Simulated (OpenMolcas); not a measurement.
# Run report: BBr$_{3}$, single-point calculation

- system: BBr$_{3}$, SMILES BrB(Br)Br
- method: HF/ANO-RCC-MB, RHF, DKH2 (OpenMolcas 26.06)

The geometry comes from this level: GFN2-xTB.

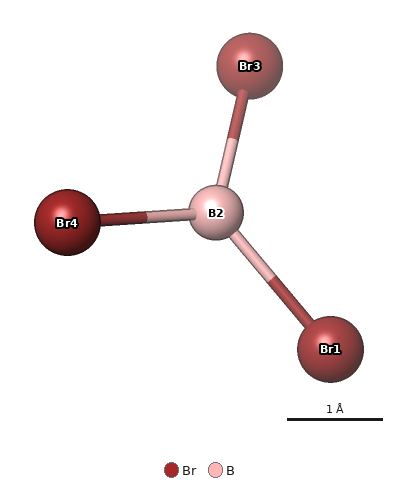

**Figure 1.** The structure as given in the input (ball-and-stick view, seen at a tilt; atoms are numbered from 1 in the order of the input).

The input:
```
>>> EXPORT MOLCAS_PRINT=2

&GATEWAY
 Coord
 4
 bohr
 Br    -2.88413781    -1.76177277     1.08360675
 B     -0.00041574     0.00132281     0.00109604
 Br     3.18898842    -0.84049349     1.31105419
 Br    -0.30443488     2.60094345    -2.39575699
 Basis=ANO-RCC-MB
 Group=NoSym

&SEWARD

&SCF
 PrOrbitals=1 1
```

Run on 1 thread of Arm Neoverse V1, 24 GiB of memory available, shared host.

Launched with:
```bash
export MOLCAS_MEM=1860
pymolcas step1.input > step1.log
```

The program's output:
```
--- Start Module: gateway ---

                                              &GATEWAY

                       available to each process: 1.9 GB of memory, 1 thread

++    Symmetry information:
      ---------------------

                    Character Table for C1

                             E
                    a        1  x, y, xy, Rz, z, xz, Ry, yz, Rx, I
--

++    Basis set information:
      ----------------------

      Basis set label: BR.ANO-RCC...4S3P1D.

      Electronic valence basis set:
      ------------------
      Associated Effective Charge  35.000000 au
      Associated Actual Charge     35.000000 au
      Nuclear Model: Point charge

      Shell  nPrim  nBasis  Cartesian Spherical Contaminant
         s      20       4        X
         p      17       3        X
         d      11       1                 X

      Basis set label: B.ANO-RCC...2S1P.

      Electronic valence basis set:
      ------------------
      Associated Effective Charge   5.000000 au
      Associated Actual Charge      5.000000 au
      Nuclear Model: Point charge

      Shell  nPrim  nBasis  Cartesian Spherical Contaminant
         s      14       2        X
         p       9       1        X

      Basis set label: BR.ANO-RCC...4S3P1D.

      Electronic valence basis set:
      ------------------
      Associated Effective Charge  35.000000 au
      Associated Actual Charge     35.000000 au
      Nuclear Model: Point charge

      Shell  nPrim  nBasis  Cartesian Spherical Contaminant
         s      20       4        X
         p      17       3        X
         d      11       1                 X
--

++    Molecular structure info:
      -------------------------

                    ************************************************
                    **** Cartesian Coordinates / bohr, angstrom ****
                    ************************************************

     Center  Label                x              y              z                     x              y              z
        1      BR1             -2.884138      -1.761773       1.083607             -1.526220      -0.932290       0.573420
        2      B2              -0.000416       0.001323       0.001096             -0.000220       0.000700       0.000580
        3      BR3              3.188988      -0.840493       1.311054              1.687540      -0.444770       0.693780
        4      BR4             -0.304435       2.600943      -2.395757             -0.161100       1.376360      -1.267780

                    ***************************************
                    *    InterNuclear Distances / bohr    *
                    ***************************************

               1 BR1           2 B2            3 BR3           4 BR4
    1 BR1      0.000000
    2 B2       3.549111        0.000000
    3 BR3      6.146816        3.549217        0.000000
    4 BR4      6.147693        3.548994        6.147190        0.000000

                    *******************************************
                    *    InterNuclear Distances / angstrom    *
                    *******************************************

               1 BR1           2 B2            3 BR3           4 BR4
    1 BR1      0.000000
    2 B2       1.878109        0.000000
    3 BR3      3.252755        1.878165        0.000000
    4 BR4      3.253219        1.878047        3.252953        0.000000
--

            Nuclear Potential Energy            745.75445399 au

--- Stop Module: gateway /rc=_RC_ALL_IS_WELL_ ---

--- Start Module: seward ---

                                              &SEWARD

                       available to each process: 1.9 GB of memory, 1 thread

               SEWARD will generate:
                  Multipole Moment integrals up to order  2
                  Kinetic Energy integrals
                  Nuclear Attraction integrals (point charge)
                  One-Electron Hamiltonian integrals
                  Velocity integrals
                  Relativistic Douglas-Kroll-Hess integrals:
                    - Parametrization         : EXP
                    - DKH order of Hamiltonian: 2
                    - DKH order of Properties : 0
                         - multipole moment operators
                         - electric potential operators
                         - contact operators
                  Orbital angular momentum around (  0.0001  -0.0004  -0.0003 )
                  Velocity quadrupole around (  0.0001  -0.0004  -0.0003 )
                  Atomic mean-field integrals
                  Two-Electron Repulsion integrals

                   Integrals are discarded if absolute value <: 1.00E-14
                   Integral cutoff threshold is set to       <: 1.00E-16

            Nuclear Potential Energy            745.75445399 au

      Basis set specifications :
      Symmetry species         a
      Basis functions           59

--- Stop Module: seward /rc=_RC_ALL_IS_WELL_ ---
--- Module seward spent 11 seconds ---

--- Start Module: scf ---

                                                &SCF

                       available to each process: 1.9 GB of memory, 1 thread

++    Input section:
      --------------

      Header of the integral files:

      Cartesian coordinates in angstrom:
      -----------------------------------------------------
      No.  Label        X            Y            Z
      -----------------------------------------------------
       1   BR1       -1.52622000  -0.93229000   0.57342000
       2   B2        -0.00022000   0.00070000   0.00058000
       3   BR3        1.68754000  -0.44477000   0.69378000
       4   BR4       -0.16110000   1.37636000  -1.26778000
      -----------------------------------------------------
      Nuclear repulsion energy =  745.75445399
--

++    Orbital specifications:
      -----------------------

      Symmetry species               1
                                     a
      Frozen orbitals                0
      Occupied orbitals             55
      Secondary orbitals             4
      Deleted orbitals               0
      Total number of orbitals      59
      Number of basis functions     59
--

      Molecular charge                           0.000

++    Optimization specifications:
      ----------------------------

      SCF Algorithm: Conventional
      Minimized density differences are used
      Number of density matrices in core                 5
      Maximum number of NDDO SCF iterations            400
      Maximum number of HF SCF iterations              400
      Threshold for SCF energy change             1.00E-09
      Threshold for density matrix                1.00E-04
      Threshold for Fock matrix                   1.50E-04
      Threshold for linear dependence             1.00E-09
      Threshold at which DIIS is turned on        1.50E-01
      Maximum depth in the DIIS procedure                5
      Maximum depth in the BFGS Hessian update          30
      Threshold at which QNR/C2DIIS is turned on  7.50E-02
      Threshold for Norm(delta) (QNR/C2DIIS)      1.00E-03
      All orbitals punched on: SCFORB
--

      Input vectors read from INPORB
      Orbital file label: *Guess orbitals

++ Convergence information
                                   SCF        iterations: Energy and convergence statistics

Iter     Tot. SCF        One-elec.       Two-elec.     Energy      Max Dij or  Max Fij      DNorm      TNorm      AccCon     Time
         Energy          Energy          Energy        Change      Delta Norm                                                in Sec.

 The total and one-electron energies are shifted by a value of      7000. a.u.

   1  -837.497689039 -5385.328468633  3802.076325608   0.00E+00    1.99E-01*   2.77E-01*    1.49E+01   5.63E+02   None         0.
   2  -837.588599047 -5385.909853133  3802.566800100  -9.09E-02*   1.43E-01*   4.17E-02*    1.17E+00   5.63E+02   EDIIS        0.
   3  -837.595885639 -5386.336977629  3802.986638004  -7.29E-03*   2.80E-02*   1.10E-02*    3.23E-01   5.63E+02   c2DIIS       0.
   4  -837.597293684 -5386.313639315  3802.961891646  -1.41E-03*   1.10E-02*   5.75E-03*    4.90E-02   5.63E+02   QNRc2DIIS    0.
   5  -837.597504092 -5386.359663093  3803.007705015  -2.10E-04*   9.87E-03*   2.15E-03*    7.07E-03   5.63E+02   QNRc2DIIS    0.
   6  -837.597564701 -5386.391694010  3803.039675323  -6.06E-05*   7.70E-04    3.91E-04*    1.64E-03   5.63E+02   QNRc2DIIS    0.
   7  -837.597565908 -5386.391951985  3803.039932091  -1.21E-06*   1.35E-04    4.37E-05     3.62E-04   5.63E+02   QNRc2DIIS    0.
   8  -837.597565926 -5386.391898836  3803.039878924  -1.82E-08*   3.71E-06    1.58E-06     2.72E-05   5.63E+02   QNRc2DIIS    0.
   9  -837.597565926 -5386.391910826  3803.039890914  -2.18E-11    3.90E-07    2.10E-07     1.09E-03   5.63E+02   QNRc2DIIS    0.

       Convergence after   9 Iterations
--

 *****************************************************************************************************************************
 *                                             SCF/KS-DFT Program, Final results                                             *
 *                                                       Final Results                                                       *
 *****************************************************************************************************************************

::    Total SCF energy                              -7837.5975659263
      One-electron energy                          -12386.3919108258
      Two-electron energy                            3803.0398909138
      Nuclear repulsion energy                        745.7544539857
      Kinetic energy (interpolated)                  8416.7523075192
      Virial theorem                                    0.9311902358
      Total spin, S(S+1)                                0.0000000000
      Total spin, S                                     0.0000000000
      Max non-diagonal density matrix element           0.0000004488
      Max non-diagonal Fock matrix element              0.0000000692

      All orbitals with orbital energies smaller than  E(LUMO)+0.5 are printed

++    Molecular orbitals:
      -------------------

      Title: SCF orbitals

      Molecular orbitals for symmetry species 1: a

          Orbital            1         2         3         4         5         6         7         8         9        10
          Energy         -498.1773 -498.1772 -498.1772  -67.1271  -67.1271  -67.1271  -59.0359  -59.0359  -59.0359  -59.0345
          Occ. No.          2.0000    2.0000    2.0000    2.0000    2.0000    2.0000    2.0000    2.0000    2.0000    2.0000

          Orbital           11        12        13        14        15        16        17        18        19        20
          Energy          -59.0345  -59.0344  -59.0342  -59.0341  -59.0341  -10.2353  -10.2353  -10.2352   -7.8986   -7.5960
          Occ. No.          2.0000    2.0000    2.0000    2.0000    2.0000    2.0000    2.0000    2.0000    2.0000    2.0000

          Orbital           21        22        23        24        25        26        27        28        29        30
          Energy           -7.5960   -7.5959   -7.5863   -7.5863   -7.5862   -7.5845   -7.5844   -7.5844   -3.2038   -3.2037
          Occ. No.          2.0000    2.0000    2.0000    2.0000    2.0000    2.0000    2.0000    2.0000    2.0000    2.0000

          Orbital           31        32        33        34        35        36        37        38        39        40
          Energy           -3.2037   -3.2001   -3.2001   -3.2001   -3.1979   -3.1979   -3.1979   -3.1876   -3.1875   -3.1875
          Occ. No.          2.0000    2.0000    2.0000    2.0000    2.0000    2.0000    2.0000    2.0000    2.0000    2.0000

          Orbital           41        42        43        44        45        46        47        48        49        50
          Energy           -3.1875   -3.1874   -3.1874   -1.1646   -1.1015   -1.1014   -0.7020   -0.5909   -0.5909   -0.5443
          Occ. No.          2.0000    2.0000    2.0000    2.0000    2.0000    2.0000    2.0000    2.0000    2.0000    2.0000

          Orbital           51        52        53        54        55        56        57        58        59
          Energy           -0.4668   -0.4668   -0.4615   -0.4615   -0.4430    0.0274    0.1628    0.2681    0.2682
          Occ. No.          2.0000    2.0000    2.0000    2.0000    2.0000    0.0000    0.0000    0.0000    0.0000

--

++    Molecular charges:
      ------------------

      Mulliken charges per centre and basis function type
      ---------------------------------------------------

                BR1     B2      BR3     BR4
      1s       2.0000  2.0014  2.0000  2.0000
      2s       2.0000  0.9591  2.0000  2.0000
      2px      2.0000  0.7673  2.0000  2.0000
      2pz      2.0000  0.6005  2.0000  2.0000
      2py      2.0000  0.6330  2.0000  2.0000
      3s       1.9834  0.0000  1.9834  1.9834
      3px      2.0003  0.0000  2.0003  2.0000
      3pz      2.0001  0.0000  2.0001  2.0002
      3py      2.0001  0.0000  2.0000  2.0002
      4s       1.9443  0.0000  1.9443  1.9443
      3d2+     2.0000  0.0000  2.0000  2.0000
      3d1+     2.0000  0.0000  2.0000  2.0000
      3d0      2.0000  0.0000  2.0000  2.0000
      3d1-     2.0000  0.0000  2.0000  2.0000
      3d2-     2.0000  0.0000  2.0000  2.0000
      4px      1.5082  0.0000  1.4084  1.9502
      4pz      1.8349  0.0000  1.8056  1.5889
      4py      1.7418  0.0000  1.8709  1.5458
      Total   35.0129  4.9613 35.0129 35.0128

      N-E     -0.0129  0.0387 -0.0129 -0.0128

      Total electronic charge=  110.000000

      Total            charge=   -0.000000
--

++    Static properties:
      ------------------

      LoProp Charges per center

                   BR1      B2       BR3      BR4
      Nuclear     35.0000   5.0000  35.0000  35.0000
      Electronic -34.9469  -5.1592 -34.9470 -34.9469

      Total        0.0531  -0.1592   0.0530   0.0531
--

++    Natural Bond Order analysis
      ---------------------------
      Based on LoProp computed density
      -------------------------------------------------------------------------------------
      Atom A       Atom B       Bond Order
      -------------------------------------------------------------------------------------
      NBO located      0.972 non-bonded electrons on atom BR1
      NBO located      0.995 non-bonded electrons on atom BR1
      NBO located      0.999 non-bonded electrons on atom BR1
      NBO located      1.000 non-bonded electrons on atom BR1
      NBO located      1.000 non-bonded electrons on atom BR1
      NBO located      1.000 non-bonded electrons on atom BR1
      NBO located      1.000 non-bonded electrons on atom BR1
      NBO located      1.000 non-bonded electrons on atom BR1
      NBO located      1.000 non-bonded electrons on atom BR1
      NBO located      1.000 non-bonded electrons on atom BR1
      NBO located      1.000 non-bonded electrons on atom BR1
      NBO located      1.000 non-bonded electrons on atom BR1
      NBO located      1.000 non-bonded electrons on atom BR1
      NBO located      1.000 non-bonded electrons on atom BR1
      NBO located      1.000 non-bonded electrons on atom BR1
      NBO located      0.993 non-bonded electrons on atom B2
      NBO located      0.944 non-bonded electrons on atom BR3
      NBO located      0.995 non-bonded electrons on atom BR3
      NBO located      0.999 non-bonded electrons on atom BR3
      NBO located      1.000 non-bonded electrons on atom BR3
      NBO located      1.000 non-bonded electrons on atom BR3
      NBO located      1.000 non-bonded electrons on atom BR3
      NBO located      1.000 non-bonded electrons on atom BR3
      NBO located      1.000 non-bonded electrons on atom BR3
      NBO located      1.000 non-bonded electrons on atom BR3
      NBO located      1.000 non-bonded electrons on atom BR3
      NBO located      1.000 non-bonded electrons on atom BR3
      NBO located      1.000 non-bonded electrons on atom BR3
      NBO located      1.000 non-bonded electrons on atom BR3
      NBO located      1.000 non-bonded electrons on atom BR3
      NBO located      1.000 non-bonded electrons on atom BR3
      NBO located      0.961 non-bonded electrons on atom BR4
      NBO located      0.995 non-bonded electrons on atom BR4
      NBO located      0.999 non-bonded electrons on atom BR4
      NBO located      1.000 non-bonded electrons on atom BR4
      NBO located      1.000 non-bonded electrons on atom BR4
      NBO located      1.000 non-bonded electrons on atom BR4
      NBO located      1.000 non-bonded electrons on atom BR4
      NBO located      1.000 non-bonded electrons on atom BR4
      NBO located      1.000 non-bonded electrons on atom BR4
      NBO located      1.000 non-bonded electrons on atom BR4
      NBO located      1.000 non-bonded electrons on atom BR4
      NBO located      1.000 non-bonded electrons on atom BR4
      NBO located      1.000 non-bonded electrons on atom BR4
      NBO located      1.000 non-bonded electrons on atom BR4
      NBO located      1.000 non-bonded electrons on atom BR4
      The remaining    9.941 electrons are to be considered as diffuse
--

++    Molecular properties:
      ---------------------

      Charge (e):
                      =   -0.0000
      Dipole Moment (debye):
      Origin of the operator (angstrom)=    0.0001   -0.0002   -0.0002
                   X= -7.2329E-04               Y=  1.5518E-03               Z=  6.6110E-04           Total=  1.8352E-03
      Quadrupole Moment (debye*angstrom):
      Origin of the operator (angstrom)=    0.0001   -0.0002   -0.0002
                  XX= -6.4749E+01              XY= -1.9888E-01              XZ= -2.2158E-01              YY= -6.3756E+01
                  YZ=  1.1436E+00              ZZ= -6.3516E+01
      In traceless form (debye*angstrom)
                  XX= -1.1136E+00              XY= -2.9832E-01              XZ= -3.3237E-01              YY=  3.7669E-01
                  YZ=  1.7154E+00              ZZ=  7.3696E-01
--

--- Stop Module: scf /rc=_RC_ALL_IS_WELL_ ---
--- Module scf spent 1 second ---

.##################.
.# Happy landing! #.
.##################.

    Timing: Wall=12.74 User=11.89 System=0.69
```

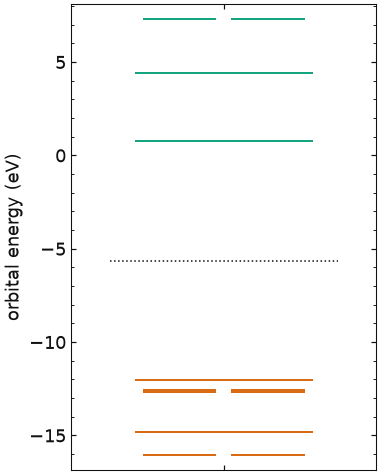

**Figure 2.** Orbital energies near the frontier; the dotted line parts filled from empty levels, and levels within 0.02 eV of each other stand side by side. Highest filled −12.05 eV, lowest empty 0.75 eV, 12.80 eV apart.

Key numbers:

- outcome: converged
- total energy: −7837.597566 hartree
- basis functions: 59
- HOMO: −12.05 eV
- LUMO: 0.75 eV
- dipole moment: 0.00 debye
- wall time: 13 s
- peak memory: 0.41 GiB
